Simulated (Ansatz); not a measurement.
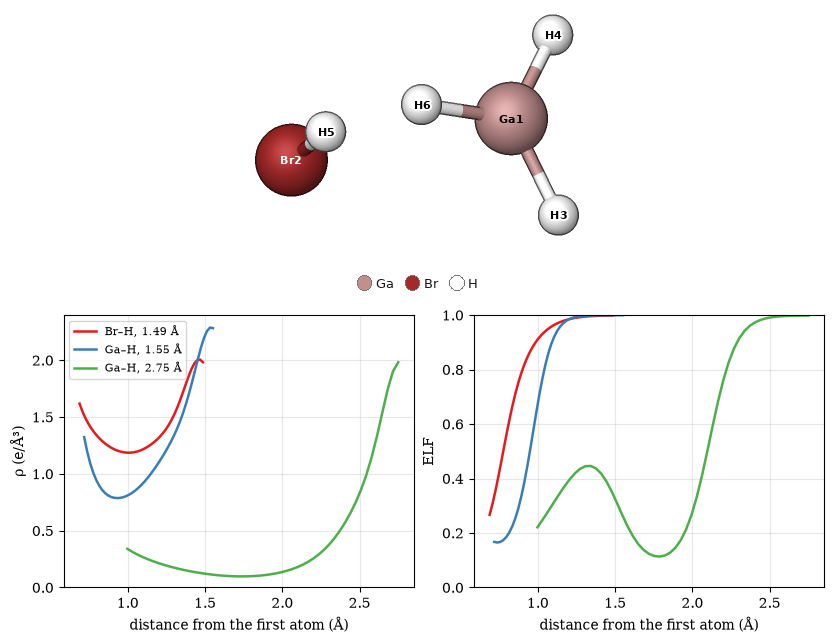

GaH3···HBr. Electron density and ELF along straight lines between neighbouring atoms. The curves leave out the atomic cores. The structure is drawn too.

Not at a stationary point (largest force 0.7 eV/Å).

These are results of Ansatz, RKS PBE-D4/def2-SVPD, not measurements.

Input

```
crystal:
  periodic: [false, false, false]
  atoms:
    - { symbol: Ga, position_ang: [-0.6096, 0.1672, -0.5066] }
    - { symbol: Br, position_ang: [0.1029, -1.2391, 1.8344] }
    - { symbol: H, position_ang: [-0.7405, -0.7547, -1.7457] }
    - { symbol: H, position_ang: [-1.3686, 1.4672, -0.1376] }
    - { symbol: H, position_ang: [1.2632, -0.0977, 0.6777] }
    - { symbol: H, position_ang: [1.3526, 0.4573, -0.1221] }
basis:
  gaussian: { orbitals: def2-SVPD }
hamiltonian:
  xc: pbe
  dispersion: d4
relax:
  f_tol: 0.15
  max_steps: 25
  restrain:
    - { distance: [0, 5], at: 1.53, k: 30.0 }
    - { distance: [4, 1], at: 1.51, k: 30.0 }
    - { distance: [0, 1], at: 3.72, k: 30.0 }
    - { distance: [4, 5], at: 1.92, k: 30.0 }
output:
  orbitals: {}
```

Command:

```sh
ansatz run input.yaml --threads 2 --pin off --max-ram 3072MiB --backend cpu --events-out ev --progress --plain --runs-dir out
```

The fields are those of the run's last geometry, not of the input's.

**Compare the contacts.**

Br–H (1.49 Å): ρ at the midpoint is about 1.4 e/Å³; the ELF climbs to about 1 towards the hydrogen, as it does in any bond to H.
Ga–H (1.55 Å): the density is about 1 e/Å³ at the midpoint; the ELF climbs to about 1 towards the hydrogen.
Ga1···H5 (2.75 Å): the density falls to about 0.1 e/Å³ on the way; the ELF dips to about 0.10 between them.
